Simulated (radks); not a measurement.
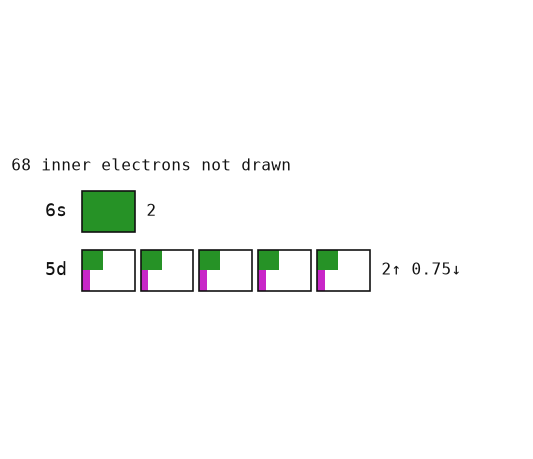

**Figure 1.** The outer shells as the input fills them: a box for each of the 2l + 1 orbitals, shaded by the share of the shell that is filled, up spin in the upper half and down spin in the lower, with the electron count at the right.

## Hf (charge -0.75): atomic calculation

- system: Hf (charge -0.75), configuration [Xe] 4f14 6s2 5d2 5d0.75.
- method: scalar-relativistic Kohn-Sham, r2SCAN, spin-polarised, spherical densities, finite nucleus (radks)

### Input file
```
Z 72
configuration [Xe] 4f14 6s2 5d2 5d0.75
relativity scalar-relativistic
functional r2scan,r2scan
spin polarised
nucleus finite rms 5.347 fm
c 137.035999084
```

Energies in input and log are in hartree, lengths in bohr (the nuclear radius in fm).

Hardware: 1 CPU thread, shared host.

### The program's output
```
1s      1   1.0000       -2398.35727332
2s      1   1.0000        -410.33507550
2p      1   3.0000        -360.87337395
3s      1   1.0000         -93.26354686
3p      1   3.0000         -78.38548636
3d      1   5.0000         -60.47019296
4s      1   1.0000         -19.14552253
4p      1   3.0000         -14.25692954
4d      1   5.0000          -7.85002733
4f      1   7.0000          -0.76785142
5s      1   1.0000          -2.50764926
5p      1   3.0000          -1.30473425
6s      1   1.0000          -0.11183344
5d      1   2.0000          -0.02039218
1s      2   1.0000       -2398.35729194
2s      2   1.0000        -410.33342373
2p      2   3.0000        -360.87209318
3s      2   1.0000         -93.26325880
3p      2   3.0000         -78.38505332
3d      2   5.0000         -60.46913526
4s      2   1.0000         -19.14397110
4p      2   3.0000         -14.25556874
4d      2   5.0000          -7.84846257
4f      2   7.0000          -0.76439531
5s      2   1.0000          -2.49539424
5p      2   3.0000          -1.28754786
6s      2   1.0000          -0.10317296
Etot 1922732938772140.5
Ekin 333874327.1086559
Encl -4000520549.369549
Eh 1922745521983660.2
Exc -8916565297.482826
err 45787093866.19628
it 15
```

### What the run reported

| quantity | value |
| --- | --- |
| outcome | not converged |
| total energy | 1922732938772140.5000 hartree |
| kinetic energy | 333874327.1087 hartree |
| electron–nucleus energy | −4000520549.3695 hartree |
| Hartree energy | 1922745521983660.2500 hartree |
| exchange–correlation energy | −8916565297.4828 hartree |
| SCF iterations | 15 |

### What went wrong

The run did not meet its convergence test in 15 iterations, so its last values are not results.
